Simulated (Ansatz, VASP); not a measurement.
# YTe: VASP beside Ansatz

Aim: how closely do two programs agree when they are given the same cell, functional and k mesh?

Method: plane waves, with VASP 6.6.1 beside it; relaxation of cell and atoms at PBEsol, in Ansatz 0.2.0.

The database entry behind the starting cell differs from later determinations by our own check (0.1 to 0.3 % short, probably kX units), so it need not match the best structure at ambient conditions.

## Step 1: Set-up

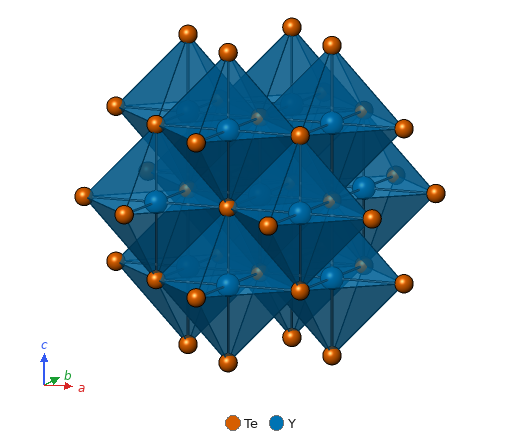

The cell as given, slightly off an axis (tellurium orange, yttrium blue). This picture shows the conventional cell, with its axes. Some periodic images of atoms are drawn too.

Coordinates:

```cif
data_structure
_symmetry_space_group_name_H-M 'P 1'
_symmetry_Int_Tables_number 1
_cell_length_a 4.3034
_cell_length_b 4.3034
_cell_length_c 4.3034
_cell_angle_alpha 60.000
_cell_angle_beta 60.000
_cell_angle_gamma 60.000
_cell_volume 56.35
loop_
_atom_site_label
_atom_site_type_symbol
_atom_site_fract_x
_atom_site_fract_y
_atom_site_fract_z
_atom_site_occupancy
Te1 Te 0.00000 0.00000 0.00000 1
Y2 Y 0.50000 0.50000 0.50000 1
```

## Step 2: Ansatz: relaxation of cell and atoms, PBEsol

Ansatz runs on its default PAW (the set named soft_2) files.

The relaxed volume is the usual yardstick between codes: its relative difference is about their pressure difference at one cell divided by the bulk modulus.

The input, input.yaml:

```yaml
crystal:
  lattice:
    - [0.0, 3.04294944, 3.04294944]
    - [3.04294944, 0.0, 3.04294944]
    - [3.04294944, 3.04294944, 0.0]
  atoms:
    - { symbol: Te, position: [0.0, 0.0, 0.0] }
    - { symbol: "Y", position: [0.5, 0.5, 0.5] }
hamiltonian:
  xc: pbesol
  pseudopotentials: { kind: paw }
kpoints:
  mp_grid: { grid: [9, 9, 9] }
scf:
  occupations: { method: methfessel_paxton, width: 0.2 }
relax:
  f_tol: 0.01
  max_steps: 60
  cell: { stress_tol: 0.05 }
output:
  forces: true
  stress: true
```

Run with:

```console
$ ansatz run input.yaml --threads 4 --pin off --max-ram 9216MiB --backend cpu --events-out ev --progress --plain --runs-dir out
```

Numbers of over 12 decimals in the logs are rounded to 6 here.

Output:

```text
Engine: ansatz 0.2.0, aarch64-unknown-linux-gnu
Pseudopotentials: kind: paw
Pseudopotential: Te, paw, valence charge 16, recommended cutoff 420 eV (normal), Te.paw.azcp
Pseudopotential: Y, paw, valence charge 11, recommended cutoff 420 eV (normal), Y.paw.azcp
Functional definition: PBEsol
  exchange = pbesol_x
  correlation = pbesol_c
Crystal: 2 atoms, lattice volume = 56.353 Å³
Basis set: ecut = 420 eV, 1067 PW (Γ), exchange–correlation on 60×60×60 points (8 copies of the dense FFT grid, shifted against one another)
Bands: 18, of which v1, the nominal top of the filled ones, is band 14 counted from 1 (13 counted from 0)
Symmetry: 48 space group operations
Space group: Fm-3m (ITA 225), of the structure as read, at distance tolerance 3.8e-5 Å
k-points: 35 of 729
Non-local potential: Te, projectors of the file, l = 0: 2, l = 1: 2, l = 2: 2, l = 3: 2
Non-local potential: Y, projectors of the file, l = 0: 3, l = 1: 2, l = 2: 2, l = 3: 1
PAW form: soft (Blöchl's): semilocal exchange-correlation on the pseudo side does not see the compensation charge
PAW frozen core: Te, regenerated for the run's functional, and the local potential with it (the file was generated under x = pbe(κ = 0.804, μ = 0.219515), c = pbe(β = 0.066725))
PAW frozen core: Y, regenerated for the run's functional, and the local potential with it (the file was generated under x = pbe(κ = 0.804, μ = 0.219515), c = pbe(β = 0.066725))
PAW one-centre angular grid: Te, 590 points (default); XC on 64 Gauss nodes
PAW one-centre angular grid: Y, 590 points (default); XC on 64 Gauss nodes
Initial density: superposition of atomic densities (neutral atoms: chi_scale 0, normalization atom), corrected by the library's trained network
Initial wavefunctions: pseudopotential atomic-orbital guess
Functional: x = pbesol(κ = 0.804, μ = 0.123457), c = pbesol(β = 0.046)
SCF iter   1: F=—  HF=-10699.350213 eV  |F-HF|=—  |Δ(HF+E_count)|=         —  Δρ=2.44e-3  dr2=3.67e-3  ethr=1.77e-3  ⟨swp⟩=5.8  Hψ=6815  notcnv=0
automatic band count: the SCF goes on with 22 bands, as 18 were too few: the levels above may hold too much charge
preconditioner: auto → Kerker (q_TF=auto, 2.413 Å⁻¹)  [metal: Δε(μ)=0.064 eV  Ē_g=9.772 eV  σ=0.200 eV  W_gap=0.26  n_scr=14 (ndim 8)  ℏωp=14.8 eV  f_vac=0.000  D(μ)=1.02/eV (n_scr^D=8)]
SCF iter   2: F=—  HF=-10699.348295 eV  |F-HF|=—  |Δ(HF+E_count)|=   1.92e-3  S|Δr|=    0.00e0  Δρ=1.59e-3  dr2=1.76e-3  ethr=1.36e-5  ⟨swp⟩=2.1  Hψ=1205  notcnv=0
SCF iter   3: F=—  HF=-10699.347969 eV  |F-HF|=—  |Δ(HF+E_count)|=   3.26e-4  S|Δr|=    0.00e0  Δρ=5.01e-4  dr2=1.02e-4  ethr=6.53e-6  ⟨swp⟩=2.0  Hψ=1126  notcnv=0
SCF iter   4: F=—  HF=-10699.347864 eV  |F-HF|=—  |Δ(HF+E_count)|=   1.05e-4  S|Δr|=    0.00e0  Δρ=2.22e-4  dr2=4.34e-5  ethr=3.78e-7  ⟨swp⟩=2.0  Hψ=1128  notcnv=0
SCF iter   5: F=—  HF=-10699.347854 eV  |F-HF|=—  |Δ(HF+E_count)|=   9.70e-6  S|Δr|=    0.00e0  Δρ=1.35e-4  dr2=1.31e-5  ethr=1.61e-7  ⟨swp⟩=1.6  Hψ=866  notcnv=0
SCF iter   6: F=—  HF=-10699.347849 eV  |F-HF|=—  |Δ(HF+E_count)|=   4.96e-6  S|Δr|=    0.00e0  Δρ=4.94e-5  dr2=1.47e-6  ethr=4.86e-8  ⟨swp⟩=2.8  Hψ=1057  notcnv=0
SCF iter   7: F=-10699.347848 eV  HF=-10699.347848 eV  |F-HF|=8.54e-8  |Δ(HF+E_count)|=   7.98e-7  S|Δr|=    0.00e0  Δρ=1.08e-5  dr2=6.52e-8  ethr=3.70e-10  ⟨swp⟩=3.5  Hψ=2689  notcnv=0
SCF 1 converged in 7 iterations: F = -10699.347848 eV  dr2 = 6.52e-8
  greatest PAW one-centre occupation: 0.998 electrons in one spin orbital (limit 2), on the Te atom at site 0 (counted from 0), in its partial waves of l = 2
relax step   1: F+E_penalty+E_count = -10699.34784838 eV  Δ(F+E_penalty+E_count) = +0.000e0 eV  max|allowed force component| = 1.604e-29 eV/Å  Δτ_max = 0.0000 Å  P = -0.228 GPa  Ω = 56.353 Å³  (7 SCF iters, dr2 threshold 1.00e-7 eV, accepted)
[...]
relax step   2: F+E_penalty+E_count = -10699.34790469 eV  Δ(F+E_penalty+E_count) = -5.631e-5 eV  max|allowed force component| = 8.349e-30 eV/Å  Δτ_max = 0.0000 Å  P = +0.214 GPa  Ω = 55.992 Å³  energy of the carried Pulay correction = +3.796e-5 eV  (4 SCF iters, dr2 threshold 1.30e-7 eV, accepted)
[...]
relax step   3: F+E_penalty+E_count = -10699.34800181 eV  Δ(F+E_penalty+E_count) = -9.712e-5 eV  max|allowed force component| = 6.672e-30 eV/Å  Δτ_max = 0.0000 Å  P = -0.001 GPa  Ω = 56.166 Å³  energy of the carried Pulay correction = +1.958e-5 eV  (4 SCF iters, dr2 threshold 1.15e-7 eV, accepted)
[...]
relax step   4: F+E_penalty+E_count = -10699.34797762 eV  Δ(F+E_penalty+E_count) = +2.419e-5 eV  max|allowed force component| = 1.193e-29 eV/Å  Δτ_max = 0.0000 Å  P = -0.001 GPa  Ω = 56.166 Å³  stress off target by 1.21e-3 GPa  SCF on the basis re-selected at this cell (its energy is not comparable with the rows above)  (5 SCF iters)
basis re-selected at this cell: Δ(F+E_penalty+E_count) = +2.419e-5 eV, ΔP = +0.000 GPa vs the last step (what re-selecting the basis moved, of the pressure what is left beyond the Pulay correction that the steps carried, after the strain that the cell walked since its last selection, with what the two solves' SCF thresholds leave and, on support functions, any second-order correction that the steps lacked; it is no m [...]
SCF converged after 5 iterations
Stability not checked: this state was not tested for a lower state beside it, because cold or Methfessel-Paxton smearing, or corrected tetrahedra, fill the levels in a way that the test cannot read (fill_not_monotonic; see scf.lower_state_search)
Free energy (F): -10699.347978 eV
Harris-Foulkes:  -10699.347978 eV  (|F-HF|=0.00e0)
Internal energy: -10699.346998 eV  (E = F + TS)
E sigma→0 (E₀):  -10699.347733 eV
Entropy (-TS):   -0.000979 eV (-0.490 meV/atom)
Fermi energy:    12.294844 eV
--- Per-component energies (eV) ---
  E_band       = -327.032354
  E_kinetic    = 489.143410
  E_local      = -1732.265814  (includes V_loc(G=0)·N_el)
  E_nonlocal   = -255.752963
  E_hartree    = 956.680025
  E_xc         = -297.123563
  E_vxc        = -305.169744  (∫ρ·V_xc dr)
  E_paw        = -7359.128649  (= ΣΔE_a)
  E_vpaw       = -436.347129  (= ΣTr[D̂ρ^β])
  E_aug_tail   = -0.000182  (compensation charges beyond the density's cutoff)
  E_ewald      = -2501.422850
  E_core_change = 0.523588  (= ΣΔE_core)
  E_smearing   = -0.000979  (= −TS)
  E_closure    = 0.000000  (closes the sum)
  Σ components = -10699.347978   (vs F -10699.347978, Δ=0.00e0)
--- Forces (eV/Å), atoms counted from 1 ---
  atom   1  Te    -0.00000000    -0.00000000    -0.00000000
  atom   2  Y      0.00000000    -0.00000000     0.00000000
  max |Σ_I F_I| component: 2.24e-29 eV/Å
--- Stress (GPa, compression-positive) ---
       -0.001209       0.000000      -0.000000
        0.000000      -0.001209      -0.000000
       -0.000000      -0.000000      -0.001209
  P = ⅓ Tr σ = -0.0012 GPa (-0.012 kbar)
--- Relaxed structure (3 steps of the walk, 3 accepted, 1 SCFs on fresh bases) ---
  F+E_penalty+E_count = -10699.34797762 eV   max|allowed force component| = 1.193e-29 eV/Å   (the final SCF, on the basis selected at the relaxed cell)
  cell:  # Å, volume = 56.1661 Å³
    - [0, 3.039589, 3.039589]
    - [3.039589, 0, 3.039589]
    - [3.039589, 3.039589, 0]
  atoms:
    - { symbol: Te, position: [0, 0, 0] }
    - { symbol: Y, position: [0.5, 0.5, 0.5] }
```

Run time: 3.6 s. Hardware: 4 threads of Arm Neoverse N1, shared host; peak memory 0.38 GiB; 12 s of CPU time.

(Continued in part 2 of 2.)

[Lines on the potential files, build, host, timing and source positions are cut from VASP's logs without a mark.]

[Logs are printed without paths, hosts, clocks, repeated set-up lines and the standing remarks that a program may print on its own settings, such as how far it seeks lower states.]

[Hosts, paths, dates, database ids (printed as entryN), source tags and the programs' standing remarks are cut or masked in the printed files.]
